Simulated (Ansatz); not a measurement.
Method: PBE (plane waves to 420 eV, PAW; Ansatz, a first-principles code).

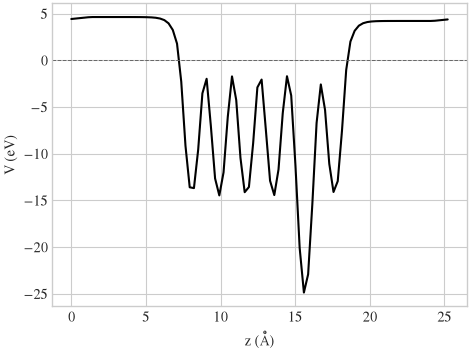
*Plane-averaged electrostatic potential energy along the normal, in eV from the Fermi level, for a constructed model of the (100) surface of fcc Cu, a layer of Mo in place of the second plane (bottom of the slab: a bare face, its two planes held)*

Slab: 6 atoms, 9.3 Å thick at the start (thin: gaps and levels are the slab's own); k 15x15x1, smearing 0.1 eV, dipole-corrected; 2 atoms held, the rest relaxed; start symmetry kept, larger cells not searched; no spin, no spin-orbit, no U. It is one candidate, not shown to be the stable structure of the face.

The vacuum level lies 4.21 eV above the Fermi level over the top face and 4.63 eV above it under the bottom face.
